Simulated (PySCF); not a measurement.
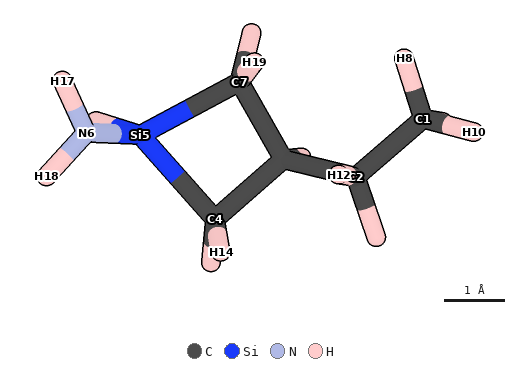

Fig. 1: The structure as given in the input (stick view, seen at a tilt; atoms are numbered from 1 in the order of the input). Bond lengths as drawn: C–C 1.52 to 1.54 Å, C–H 1.09 Å, C–Si 1.90 Å, H–N 1.01 Å, H–Si 1.47 Å and N–Si 1.73 Å.

**NMR shielding calculation, with input and output: C5H13NSi**

The run: NMR shielding calculation of C5H13NSi, SMILES CC[C@H]1C[Si@@H](N)C1. Method and program: GIAO PBE0/pcSseg-1 NMR shielding, non-relativistic, gas phase (PySCF 2.14.0).

The geometry comes from this level: GFN2-xTB. Figures and captions count atoms from 1; the log counts them from 0 in places.

Output
```
coarse grid: 16176 points
cycle   1  E = -542.0102189052  dE =  6.574e-01  |g| = 6.130e-01  |ddm| = 3.877e+00
cycle   2  E = -541.9521858394  dE =  5.803e-02  |g| = 7.852e-01  |ddm| = 1.361e+00
cycle   3  E = -542.1042160868  dE = -1.520e-01  |g| = 5.254e-02  |ddm| = 8.527e-01
cycle   4  E = -542.1047666295  dE = -5.505e-04  |g| = 2.467e-02  |ddm| = 7.633e-02
cycle   5  E = -542.1049056690  dE = -1.390e-04  |g| = 4.527e-03  |ddm| = 2.116e-02
cycle   6  E = -542.1049104727  dE = -4.804e-06  |g| = 8.514e-04  |ddm| = 5.241e-03
final grid: 148800 points
cycle   7  E = -542.1444102690  dE = -4.663e-05  |g| = 9.815e-03  |ddm| = 3.263e-02
cycle   8  E = -542.1443950696  dE =  1.520e-05  |g| = 1.257e-02  |ddm| = 2.113e-02
cycle   9  E = -542.1444346756  dE = -3.961e-05  |g| = 6.747e-04  |ddm| = 1.225e-02
cycle  10  E = -542.1444347699  dE = -9.427e-08  |g| = 2.473e-04  |ddm| = 8.684e-04
cycle  11  E = -542.1444347841  dE = -1.428e-08  |g| = 4.285e-05  |ddm| = 1.998e-04
cycle  12  E = -542.1444347846  dE = -4.162e-10  |g| = 1.043e-05  |ddm| = 6.091e-05
```

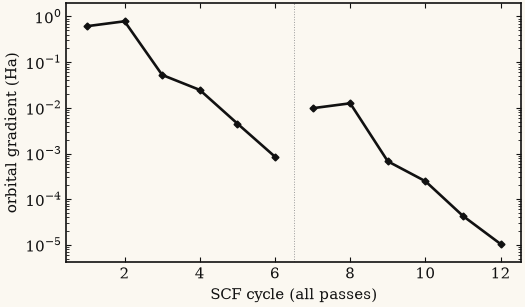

Fig. 2: Convergence of the self-consistent field: orbital gradient against the SCF cycle. The dotted line marks the change from a coarse to the final integration grid. The first 6 cycles use a coarse grid, the final grid takes over at cycle 7, and the field converges after 12 cycles in all.

```
converged SCF energy = -542.1444347846

GIAO shielding tensors (ppm)
atom      isotropic    diamagn.    paramagn.     s11        s22        s33       span
  0 C      172.653     246.355     -73.702    158.468    171.786    187.705     29.238
  1 C      147.094     247.085     -99.992    133.302    139.150    168.830     35.528
  2 C      154.189     252.220     -98.031    144.096    152.645    165.826     21.730
  3 C      163.041     253.962     -90.921    144.648    156.688    187.786     43.137
  4 Si     367.178     880.717    -513.538    335.770    349.758    416.007     80.237
  5 N      248.795     312.873     -64.078    219.535    259.383    267.467     47.932
  6 C      164.103     254.437     -90.333    148.455    156.147    187.708     39.253
  7 H       30.601      30.558       0.043     25.849     30.813     35.140      9.291
  8 H       31.028      29.677       1.351     26.719     28.868     37.497     10.777
  9 H       30.630      27.924       2.706     25.912     27.647     38.331     12.418
 10 H       30.032      31.695      -1.663     25.081     29.623     35.390     10.309
 11 H       30.463      32.754      -2.291     26.472     30.950     33.966      7.494
 12 H       29.808      35.071      -5.263     26.792     28.900     33.731      6.939
 13 H       30.739      33.011      -2.272     27.333     29.864     35.019      7.686
 14 H       30.165      31.845      -1.680     26.261     27.712     36.523     10.262
 15 H       26.101      29.525      -3.424     21.832     25.172     31.299      9.467
 16 H       31.375      28.797       2.578     24.393     27.126     42.606     18.214
 17 H       31.373      28.375       2.998     24.412     27.076     42.631     18.218
 18 H       30.918      33.641      -2.724     27.286     30.562     34.906      7.621
 19 H       30.175      32.546      -2.371     26.233     28.223     36.069      9.836
```

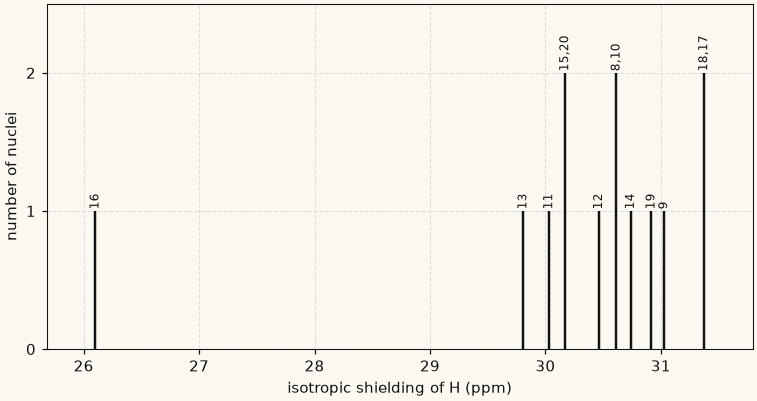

Fig. 3: Isotropic shieldings of the hydrogen nuclei in this fixed geometry, labelled by atom number; shielding grows to the right, so chemical shift grows to the left. The least shielded is H16 (26.1 ppm), the most shielded H17 (31.4 ppm).

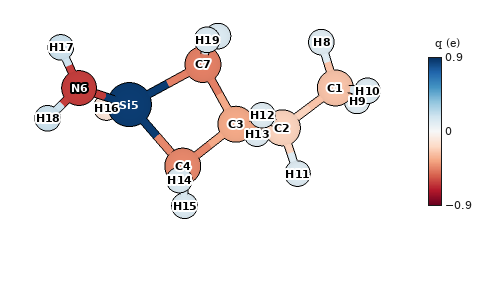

Fig. 4: Mulliken charges, as the colour of each atom (ball-and-stick view, seen on its broad side; atoms are numbered from 1 in the order of the input). By element: C −0.46 to −0.20, Si +0.85, N −0.62 and H −0.12 to +0.19 e.

This output came from the following input.

The input
```
{"job": {"kind": "nmr", "xc": "PBE0", "basis": "pcSseg-1"}, "charge": 0, "multiplicity": 1}
C     -2.752541     0.316025    -0.052245
C     -1.578130    -0.653126    -0.125103
C     -0.352069    -0.131523     0.611218
C      0.841598    -1.111852     0.620749
Si     2.036800     0.307177     0.204080
N      2.912693     0.063747    -1.263171
C      0.322586     1.094275    -0.043579
H     -2.479447     1.278719    -0.478212
H     -3.052374     0.473024     0.982224
H     -3.606904    -0.073489    -0.602095
H     -1.874108    -1.612089     0.309801
H     -1.315957    -0.829907    -1.171481
H     -0.632794     0.111946     1.639386
H      0.748755    -1.852479    -0.170834
H      0.960676    -1.646391     1.559451
H      2.800626     0.832522     1.346629
H      3.270299     0.878584    -1.736261
H      3.612052    -0.661875    -1.274555
H      0.034453     1.191553    -1.088386
H      0.098636     2.035837     0.451174
```

The first line tells a small driver script what to run in PySCF; the rest is the geometry in Å.

Run as:
```bash
OMP_NUM_THREADS=1 python <driver script> task.json out
```

Summary

```tsv
quantity	value
outcome	converged
total energy	−542.144435 hartree
HOMO	−7.08 eV
LUMO	1.11 eV
dipole moment	1.33 D
isotropic shielding, C	147.1 to 172.7 ppm
isotropic shielding, Si	367.2 ppm
isotropic shielding, N	248.8 ppm
isotropic shielding, H	26.1 to 31.4 ppm
hardware	1 CPU thread, shared host
wall time	48 s
peak memory	0.85 GiB
```
